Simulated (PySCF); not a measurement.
C$_{2}$H$_{9}$OP$_{2}$Si$_{2}$ (SMILES C[C](O)[SiH]1P[SiH2]P1) (doublet)

```tsv
atom	x (Å)	y (Å)	z (Å)
C	-2.7146	0.3707	-0.4918
C	-1.5490	-0.4535	-0.0803
O	-1.8650	-1.5372	0.6703
Si	0.1712	-0.1163	-0.6522
P	1.4826	-1.4733	0.6138
Si	2.5208	0.4735	1.1171
P	1.0531	1.8573	0.0930
H	-3.1492	-0.0078	-1.4201
H	-2.4022	1.3982	-0.6594
H	-3.4871	0.3354	0.2742
H	-1.0607	-2.0229	0.9108
H	0.4573	-0.2528	-2.0928
H	2.3336	-1.8503	-0.4001
H	3.8760	0.5380	0.5718
H	2.4938	0.6726	2.5632
H	1.8319	2.0773	-1.0289
```

Geometry: GFN2-xTB.

The calculation used UKS B3LYP, pcH-1 on C H O P Si, non-relativistic, mean-field spin-orbit, GIAO in PySCF 2.14.0, density-fitted response routines.

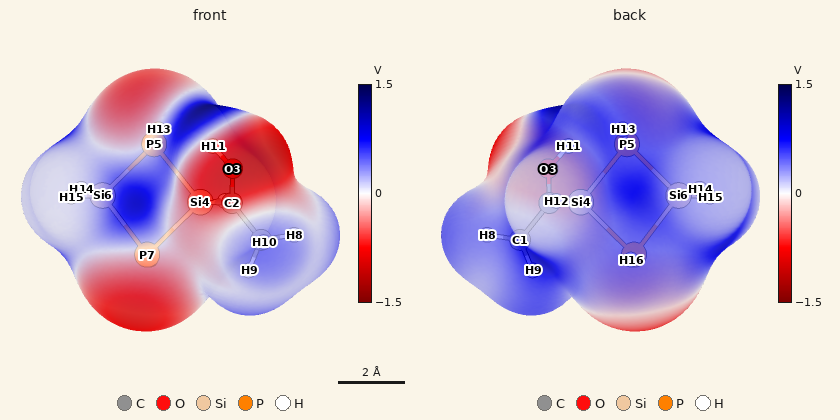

Figure 1. The electrostatic potential painted on the density surface at 0.001 e/bohr³, seen from the front and from behind; the colour scale runs from red (negative) to blue (positive).

### Which sites attract a positive test charge, and which a negative one?

A positive charge is drawn to the negative regions and a negative charge to the positive ones. The most negative region (about −1.0 V) lies over O3, the most positive (about +1.2 V) over H11. O3 is the likeliest acceptor of a hydrogen bond.

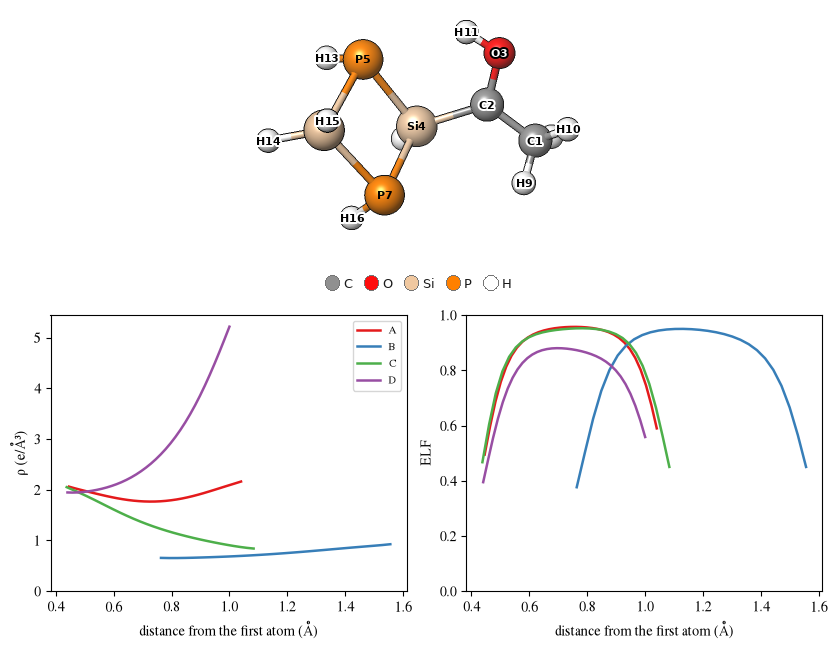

Figure 2. Total electron density and electron localisation function along straight lines between neighbouring atoms. The curves leave out the atomic cores. The structure is drawn too.

### Which curve belongs to which contact (C–C, C–O, C–Si and Si–P)? The first atom named is at distance zero.

Curve A: C–C (1.49 Å): ρ is about 1.8 e/Å³ halfway; the ELF peaks at about 0.95 between the atoms; a covalent bond. Curve B: Si–P (2.26 Å): ρ at the midpoint is about 0.72 e/Å³; the ELF peaks at about 0.95 between the atoms: a covalent bond. Curve C: C–Si (1.84 Å): ρ is about 0.99 e/Å³ halfway; the ELF peaks at about 0.95 between the atoms; a covalent bond. Curve D: C–O (1.36 Å): the density is about 2.3 e/Å³ at the midpoint, with its minimum of 1.9 e/Å³ about 0.5 Å from C; the ELF peaks at about 0.90 between the atoms: a shared but strongly polarised pair.
